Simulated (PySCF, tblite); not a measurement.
**C3H8Si (triplet), a small gas-phase stand-in for a defect centre: EPR parameters**

Wanted: the EPR parameters for `C[C]C[SiH3]`. It is drawn as: twofold C.

Computed with tblite 0.8.0 and PySCF 2.14.0; each step states its level. No surroundings beyond the atoms listed, unless a continuum is named. Atoms count from 0, parts from 1.

## Step 1: Starting point

12 atoms, charge 0, multiplicity 3; geometry: distance geometry start.

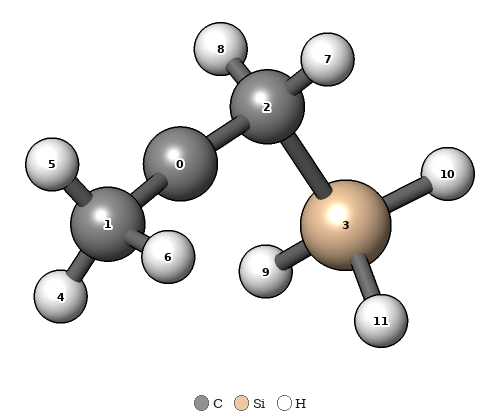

The starting geometry (carbon grey, silicon light orange, hydrogen white), atoms numbered.

## Step 2: Geometry optimisation with GFN2-xTB

Job settings and geometry (Å):

```
{"job": {"kind": "relax", "xc": "GFN2-xTB", "basis": "xTB"}, "charge": 0, "multiplicity": 3}
C      0.054940     1.681109    -1.230360
C      0.351575     0.263903    -1.471610
C     -0.280415     3.039304    -0.797329
Si     1.190873     3.794860     0.040189
H      1.301463     0.140415    -1.857010
H     -0.354460    -0.157609    -2.067029
H      0.301767    -0.229677    -0.538530
H     -1.069438     2.973093    -0.151034
H     -0.537659     3.602453    -1.635508
H      2.164647     4.141557    -0.938198
H      0.782788     4.959983     0.727880
H      1.757506     2.857111     0.943339
```

Method: GFN2-xTB geometry optimisation, gas phase.

Launch:

```bash
$ OMP_NUM_THREADS=1 python cluster_run.py task.json out
```

The driver reads the jobs from task.json and runs them one after another.

Output:

```text
step      E/eV     max force
  0    -327.06638    3.556
  1    -327.54232    1.071
  2    -327.62126    0.674
  3    -327.66437    0.566
  4    -327.68370    0.438
  5    -327.69197    0.350
  6    -327.70113    0.333
  7    -327.71222    0.460
  8    -327.72484    0.388
  9    -327.73881    0.409
 10    -327.75448    0.464
 11    -327.77706    0.644
 12    -327.80504    0.732
 13    -327.82774    0.465
 14    -327.84096    0.239
 15    -327.84563    0.232
 16    -327.85140    0.404
 17    -327.85950    0.356
 18    -327.86714    0.226
 19    -327.87055    0.147
 20    -327.87307    0.163
 21    -327.87634    0.172
 22    -327.87967    0.159
 23    -327.88242    0.130
 24    -327.88416    0.093
 25    -327.88539    0.089
 26    -327.88644    0.088
 27    -327.88726    0.070
 28    -327.88782    0.054
 29    -327.88827    0.057
 30    -327.88864    0.049
 31    -327.88896    0.057
 32    -327.88935    0.058
 33    -327.88993    0.106
 34    -327.89081    0.138
 35    -327.89183    0.120
 36    -327.89263    0.069
 37    -327.89314    0.058
 38    -327.89358    0.068
 39    -327.89421    0.099
 40    -327.89499    0.100
 41    -327.89570    0.083
 42    -327.89617    0.052
 43    -327.89657    0.052
 44    -327.89712    0.081
 45    -327.89798    0.126
 46    -327.89904    0.123
 47    -327.89993    0.073
 48    -327.90052    0.054
 49    -327.90096    0.053
 50    -327.90144    0.077
 51    -327.90202    0.070
 52    -327.90259    0.062
 53    -327.90311    0.060
 54    -327.90362    0.060
 55    -327.90421    0.072
 56    -327.90487    0.058
 57    -327.90544    0.054
 58    -327.90580    0.050
 59    -327.90604    0.050
 60    -327.90628    0.044
 61    -327.90661    0.046
 62    -327.90698    0.046
 63    -327.90729    0.042
 64    -327.90753    0.049
 65    -327.90782    0.052
 66    -327.90828    0.054
 67    -327.90888    0.061
 68    -327.90931    0.048
 69    -327.90951    0.025
 70    -327.90959    0.026
 71    -327.90965    0.023
 72    -327.90971    0.013
 73    -327.90974    0.013
 74    -327.90976    0.013
 75    -327.90977    0.011
 76    -327.90980    0.010
 77    -327.90983    0.014
 78    -327.90986    0.016
 79    -327.90990    0.014
 80    -327.90994    0.016
 81    -327.91001    0.025
 82    -327.91014    0.042
 83    -327.91035    0.061
 84    -327.91071    0.079
 85    -327.91125    0.086
 86    -327.91208    0.090
 87    -327.91322    0.082
 88    -327.91408    0.065
 89    -327.91468    0.070
 90    -327.91404    0.151
 91    -327.91535    0.067
 92    -327.91560    0.067
 93    -327.91606    0.055
 94    -327.91684    0.111
 95    -327.91718    0.057
 96    -327.91765    0.054
 97    -327.91804    0.098
 98    -327.91835    0.030
 99    -327.91849    0.026
100    -327.91859    0.020
101    -327.91863    0.018
102    -327.91874    0.019
103    -327.91880    0.017
104    -327.91885    0.014
105    -327.91888    0.016
106    -327.91893    0.018
107    -327.91896    0.017
108    -327.91898    0.015
109    -327.91899    0.008
110    -327.91900    0.009
111    -327.91901    0.011
112    -327.91903    0.015
113    -327.91906    0.016
114    -327.91909    0.015
115    -327.91911    0.016
116    -327.91915    0.020
117    -327.91919    0.022
118    -327.91925    0.020
119    -327.91931    0.019
120    -327.91939    0.027
121    -327.91951    0.042
122    -327.91970    0.050
123    -327.91993    0.042
124    -327.91994    0.095
125    -327.92010    0.053
126    -327.92032    0.020
127    -327.92042    0.026
128    -327.92065    0.034
129    -327.92081    0.025
130    -327.92104    0.038
131    -327.92115    0.030
132    -327.92128    0.024
133    -327.92133    0.017
134    -327.92135    0.014
135    -327.92137    0.010
136    -327.92140    0.008
137    -327.92141    0.007
```

Wall time 0.9 s (1 thread of AMD EPYC 9R45, shared host).

Step by step:

```tsv
step	energy from step 0 (eV)	largest force (eV/Å)
0	0.0000	3.5559
5	-0.6256	0.3500
10	-0.6881	0.4643
15	-0.7793	0.2327
20	-0.8067	0.1637
25	-0.8190	0.0894
30	-0.8223	0.0487
35	-0.8255	0.1200
40	-0.8286	0.1010
45	-0.8316	0.1259
50	-0.8351	0.0766
55	-0.8378	0.0717
60	-0.8399	0.0443
65	-0.8414	0.0518
70	-0.8432	0.0260
75	-0.8434	0.0108
80	-0.8436	0.0161
85	-0.8449	0.0855
90	-0.8477	0.1514
95	-0.8508	0.0574
100	-0.8522	0.0200
105	-0.8525	0.0158
110	-0.8526	0.0095
115	-0.8527	0.0164
120	-0.8530	0.0272
125	-0.8537	0.0529
130	-0.8547	0.0381
135	-0.8550	0.0102
137	-0.8550	0.0072
```

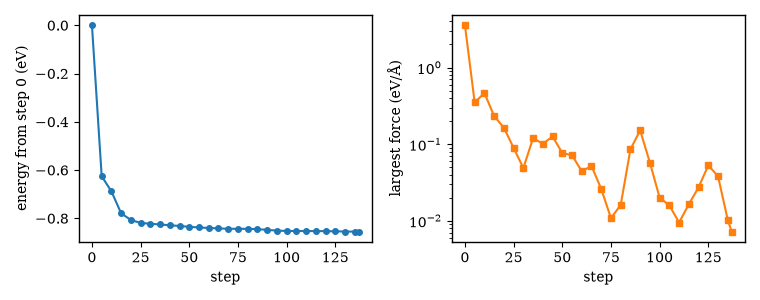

Energy and force, step by step.

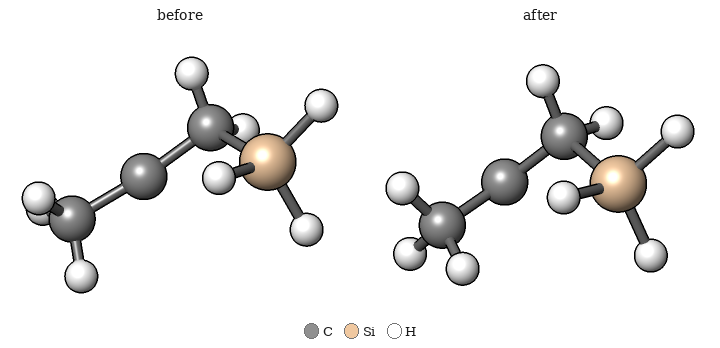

Before and after, at one scale.

Distances of close pairs at the start and the end, largest changes first:

```tsv
bond	before (Å)	after (Å)	change (Å)
C2–Si3	1.854	1.946	+0.092
C2–H7	1.022	1.103	+0.081
C1–H5	1.015	1.091	+0.076
C1–H4	1.033	1.101	+0.068
C2–H8	1.042	1.094	+0.052
Si3–H10	1.413	1.462	+0.049
C1–H6	1.057	1.101	+0.044
Si3–H11	1.420	1.464	+0.044
```

## Step 3: Geometry optimisation at PBE0-D3(BJ)/def2-SVP

Job settings and geometry (Å):

```
{"job": {"xc": "PBE0", "basis": "def2-SVP", "d3": "d3bj", "grid": 2, "kind": "geom", "shake": 0.01}, "charge": 0, "multiplicity": 3}
C     -0.724236    -0.521677    -0.850679
C     -0.109707    -1.782653    -0.613943
C     -0.893671     0.709548    -0.111072
Si     0.831369     1.352525     0.658874
H      0.970671    -1.672340    -0.428315
H     -0.223921    -2.430225    -1.477993
H     -0.534173    -2.297403     0.254867
H     -1.573231     0.607659     0.725649
H     -1.265705     1.521559    -0.714389
H      1.750535     1.571807    -0.410332
H      0.510358     2.586845     1.395229
H      1.300201     0.326771     1.589104
```

Output:

```text
step   0  E = -408.04430171  max force = 0.045206
step   1  E = -408.05085383  max force = 0.017993
step   2  E = -408.05181126  max force = 0.003306
step   3  E = -408.05192054  max force = 0.000941
step   4  E = -408.05193466  max force = 0.000414
optimisation converged
```

It took 18 s on 1 thread of AMD EPYC 9R45, shared host; peak memory 0.53 GiB.

Along the way:

```tsv
step	energy from step 0 (eV)	largest force component (eV/Å)
0	0.0000	2.3246
1	-0.1783	0.9252
2	-0.2043	0.1700
3	-0.2073	0.0484
4	-0.2077	0.0213
```

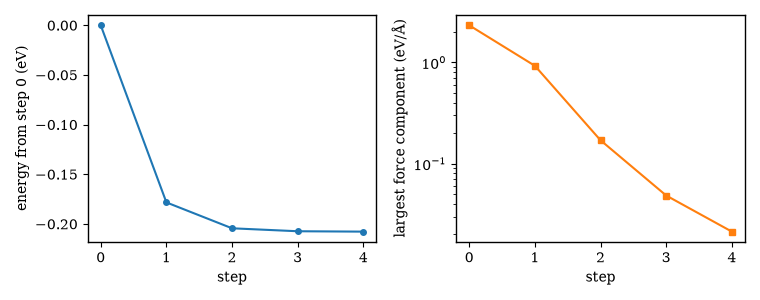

Energy and force, step by step.

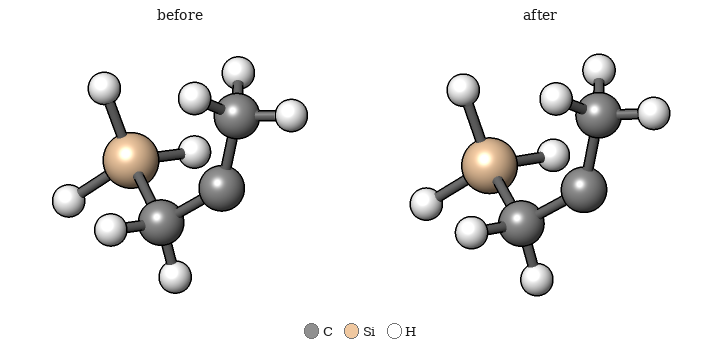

Before and after, at one scale.

Close pairs (by a distance rule), those that changed most:

```tsv
bond	before (Å)	after (Å)	change (Å)
C2–Si3	1.995	1.906	-0.089
Si3–H9	1.427	1.494	+0.067
C0–C1	1.423	1.465	+0.043
Si3–H11	1.462	1.495	+0.033
C2–H7	1.083	1.112	+0.029
C2–H8	1.078	1.105	+0.027
Si3–H10	1.473	1.496	+0.024
C1–H5	1.086	1.102	+0.016
```

The end geometry stands in the next job.

```tsv
at the end point	value
point group (found at 0.08 Å tolerance)	C1
rotational constants (GHz, main isotopes)	11.925, 3.093, 2.646
dipole moment (D)	0.53
⟨S²⟩	2.008
```

## Step 4: g tensor and hyperfine couplings: B3LYP/IGLO-III+pcH-1

Job settings and geometry (Å):

```
{"job": {"kind": "epr"}, "charge": 0, "multiplicity": 3}
C     -0.716055    -0.521601    -0.849722
C     -0.088218    -1.819304    -0.587312
C     -0.898194     0.703117    -0.072468
Si     0.718137     1.349648     0.703681
H      0.997093    -1.737319    -0.372618
H     -0.191838    -2.491567    -1.454334
H     -0.547907    -2.338325     0.278842
H     -1.637095     0.574469     0.748574
H     -1.295068     1.514750    -0.708639
H      1.728363     1.614511    -0.365118
H      0.463667     2.613050     1.463723
H      1.276615     0.331487     1.645639
```

With the program's defaults for keys left out, this is: UKS B3LYP, IGLO-III on C Si, pcH-1 on H, non-relativistic, mean-field spin-orbit, GIAO.

Output:

```text
UKS, coarse grid
  cycle   1  E = -408.53512356  |g| = 2.58e-01
  cycle   2  E = -408.53348160  |g| = 2.70e-01
  cycle   3  E = -408.57140277  |g| = 3.79e-02
  cycle   4  E = -408.57223858  |g| = 1.66e-02
  cycle   5  E = -408.57238966  |g| = 6.15e-03
  cycle   6  E = -408.57241160  |g| = 1.69e-03
  cycle   7  E = -408.57241354  |g| = 4.83e-04
UKS, final grid
  cycle   1  E = -408.57240437  |g| = 4.98e-04
  cycle   2  E = -408.57240433  |g| = 5.91e-04
  cycle   3  E = -408.57240450  |g| = 6.03e-05
  cycle   4  E = -408.57240451  |g| = 1.86e-05
E = -408.57240451 Eh   <S^2> = 2.0073 (exact 2.0000)
g shifts (ppm)      1          2          3
  rmc          -146       -146       -146
  gc             21          6         -0
  oz_so        -186        346        530
  total        -311        207        385
hyperfine (MHz)  atom isotope    a_iso     a_fc   dipolar eigenvalues
    0   13C     226.95     227.11    -73.55     26.56     46.98
    1   13C       0.54       0.53     -3.76     -2.99      6.75
    2   13C      -3.58      -3.58     -4.03     -3.11      7.14
    3  29Si     -64.46     -64.55    -10.73      5.05      5.69
    4    1H      76.06      76.05     -4.80     -3.10      7.90
    5    1H      41.66      41.66     -5.40     -5.32     10.72
    6    1H      78.83      78.83     -4.82     -3.06      7.89
    7    1H      78.13      78.12     -4.81     -3.19      8.01
    8    1H      45.45      45.45     -5.28     -5.12     10.39
    9    1H      -1.63      -1.63     -2.25     -1.48      3.73
   10    1H      10.64      10.64     -1.53     -0.94      2.47
   11    1H      -0.90      -0.90     -2.02     -1.32      3.34
zero-field splitting (cm-1)  D = 0.6649  E = 0.0496  (spin-spin 0.6313, spin-orbit 0.0336)
```

Run time: 19 s. Hardware: 1 thread of AMD EPYC 9R45, shared host; peak memory 0.89 GiB.

Principal g values 2.00201, 2.00253, 2.00270; g(iso) = 2.00241, against 2.00232 for a free electron.

Hyperfine couplings, nucleus by nucleus at this fixed geometry (no averaging over rotations):

```tsv
nuclei	isotope	a(iso) (MHz)	a(iso) (G, at g = 2.0023)	largest dipolar term (MHz)
C0	13C	227.0	81.0	-73.5
H6	1H	78.8	28.1	7.9
H7	1H	78.1	27.9	8.0
H4	1H	76.1	27.1	7.9
Si3	29Si	-64.5	-23.0	-10.7
H8	1H	45.4	16.2	10.4
H5	1H	41.7	14.9	10.7
H10	1H	10.6	3.8	2.5
C2	13C	-3.6	-1.3	7.1
H9	1H	-1.6	-0.6	3.7
H11	1H	-0.9	-0.3	3.3
C1	13C	0.5	0.2	6.7
```

Zero-field splitting: D = 0.665 cm⁻¹ (spin-spin 0.631, spin-orbit 0.034), E = 0.050 cm⁻¹.

Mulliken spin populations:

```tsv
atom	value (e)
C0	1.84
C1	-0.12
C2	-0.11
Si3	0.09
H4	0.08
H5	0.03
H6	0.08
H7	0.08
H8	0.03
H9	0.00
H10	0.01
H11	0.00
```

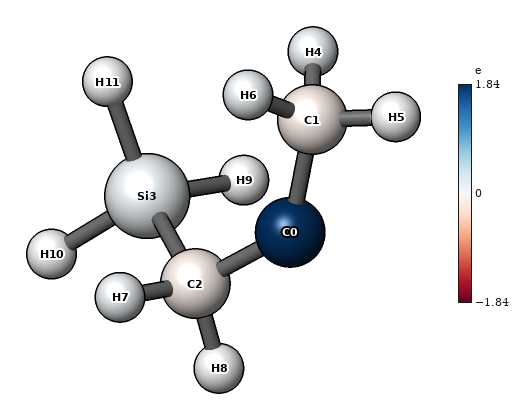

Mulliken spin populations, as colours on the atoms.

Orbitals, density, ELF and potential are computed afterwards from the orbital file.

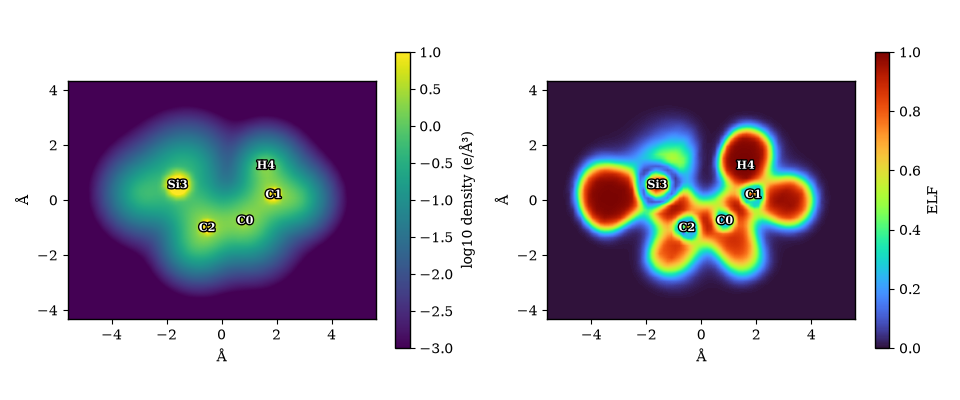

Density (left) and ELF (right) in a plane through or near 5 of the atoms.

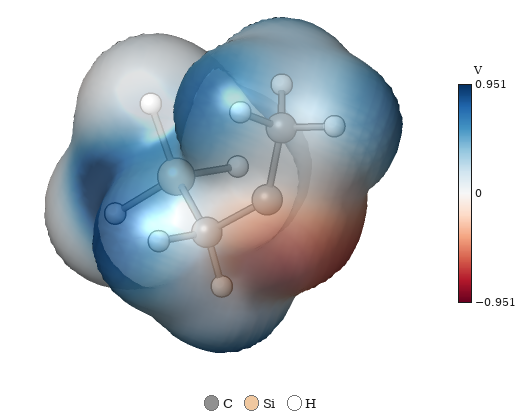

Electrostatic potential on the surface of density 0.002 e/bohr³; red is low, blue high. It runs from -0.63 V near C0 to 0.95 V near H8.

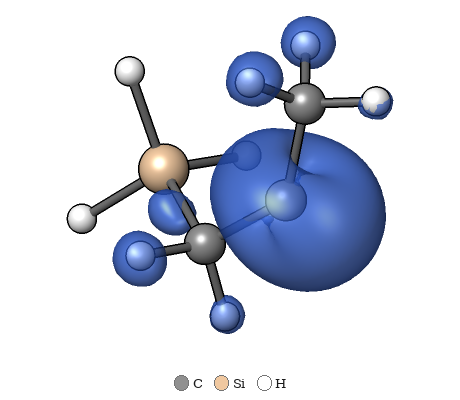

Spin density at ±0.05 e/Å³ (alpha excess blue, beta excess red).

## Step 5: g tensor and hyperfine couplings: BHandHLYP/IGLO-III+pcH-1

The job, as its differences from that of step 4:

```diff
@@ -1,2 +1,2 @@
-{"job": {"kind": "epr"}, "charge": 0, "multiplicity": 3}
+{"job": {"kind": "epr", "xc": "BHandHLYP"}, "charge": 0, "multiplicity": 3}
 C     -0.716055    -0.521601    -0.849722
```

With the program's defaults for keys left out, this is: UKS BHandHLYP, IGLO-III on C Si, pcH-1 on H, non-relativistic, mean-field spin-orbit, GIAO.

Output:

```text
UKS, coarse grid
  cycle   1  E = -408.42992315  |g| = 1.92e-01
  cycle   2  E = -408.45873136  |g| = 8.90e-02
  cycle   3  E = -408.46342231  |g| = 3.97e-02
  cycle   4  E = -408.46471452  |g| = 9.68e-03
  cycle   5  E = -408.46482146  |g| = 4.24e-03
  cycle   6  E = -408.46483857  |g| = 1.27e-03
  cycle   7  E = -408.46484011  |g| = 4.96e-04
UKS, final grid
  cycle   1  E = -408.46483452  |g| = 3.95e-04
  cycle   2  E = -408.46483455  |g| = 3.47e-04
  cycle   3  E = -408.46483461  |g| = 4.48e-05
  cycle   4  E = -408.46483461  |g| = 2.40e-05
E = -408.46483461 Eh   <S^2> = 2.0106 (exact 2.0000)
g shifts (ppm)      1          2          3
  rmc          -146       -146       -146
  gc             20          1          0
  oz_so        -181        336        478
  total        -306        192        333
hyperfine (MHz)  atom isotope    a_iso     a_fc   dipolar eigenvalues
    0   13C     255.84     256.00    -74.40     26.53     47.87
    1   13C      -5.00      -5.01     -3.96     -2.78      6.73
    2   13C      -8.78      -8.78     -4.08     -3.04      7.12
    3  29Si     -61.85     -61.94    -10.28      4.75      5.53
    4    1H      76.47      76.47     -4.62     -3.24      7.86
    5    1H      40.98      40.98     -5.66     -5.20     10.86
    6    1H      78.49      78.49     -4.64     -3.22      7.86
    7    1H      78.70      78.70     -4.61     -3.40      8.01
    8    1H      44.93      44.93     -5.45     -5.09     10.54
    9    1H      -1.66      -1.67     -2.23     -1.55      3.78
   10    1H      10.15      10.15     -1.45     -0.92      2.37
   11    1H      -1.08      -1.08     -1.99     -1.38      3.37
zero-field splitting (cm-1)  D = 0.7044  E = 0.0547  (spin-spin 0.6647, spin-orbit 0.0398)
```

Run time: 18 s. Hardware: 1 thread of AMD EPYC 9R45, shared host; peak memory 0.82 GiB.

In short: g(iso) 2.00239.

## Step 6: Comparing the runs: EPR parameters

g, ⟨S²⟩ and isotropic hyperfine couplings (MHz), with basis size and wall time:

```tsv
run	g(iso)	⟨S²⟩	13C C0	1H H6	1H H7	1H H4	29Si Si3	functions	time
B3LYP/IGLO-III+pcH-1	2.00241	2.007	227.0	78.8	78.1	76.1	-64.5	229	19 s
BHandHLYP/IGLO-III+pcH-1	2.00239	2.011	255.8	78.5	78.7	76.5	-61.9	229	18 s
```

## Step 7: Outcome

| quantity | value |
| --- | --- |
| point group | C1 |
| rotational constants (main isotopes) | 11.93, 3.09, 2.65 GHz |
| D, E (B3LYP) | 0.665, 0.050 cm⁻¹ |
| g(iso) (B3LYP) | 2.00241 |
| ⟨S²⟩ | 2.007 (exact 2.00) |
| largest a(iso) | 13C on C0, 227.0 MHz |
| potential on the surface of density 0.002 e/bohr³, 1st and 99th percentile | -0.63 V and 0.95 V |

In words: The start of the PBE0/def2-SVP relaxation was shaken at random by about 0.01 Å, so part of the energy gained, and of the first lengths quoted, undoes that. Over 4 steps the energy fell by 0.208 eV; of the close pairs, C2–Si3 changed most, 1.995 to 1.906 Å (PBE0/def2-SVP). C0 carries the largest spin population, 1.84 e. The isotropic g lies 0.1 ppt above the free-electron value. The coupling of 13C on C0 runs from 227.0 (B3LYP/IGLO-III+pcH-1) to 255.8 MHz (BHandHLYP/IGLO-III+pcH-1). The triplet was assumed; the singlet may lie lower. A capped cluster stands for the solid here, so long-range fields and strain are missing, and bands or shifts of the capping hydrogens have no counterpart in it.
